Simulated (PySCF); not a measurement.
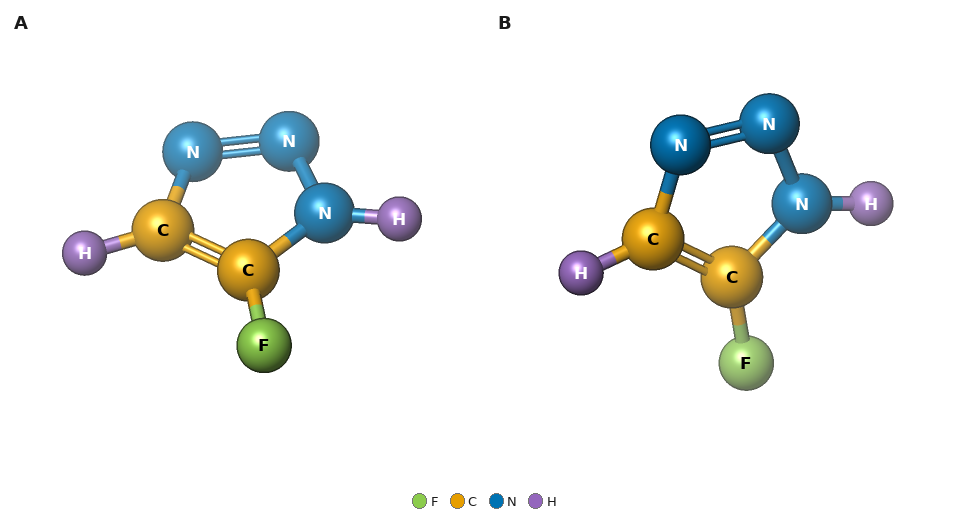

Distant atoms are faded towards the background colour. Computed geometry: PBE0-D3(BJ)/def2-SVP optimisation. No frequency run is at hand to confirm it as a minimum.

### Are A and B the same structure? If not, how do they differ?

Yes. They are the same structure, C2H2FN3 (Fc1cnn[nH]1), seen from two directions. With point group Cs it is achiral, so its mirror image would be the same too.
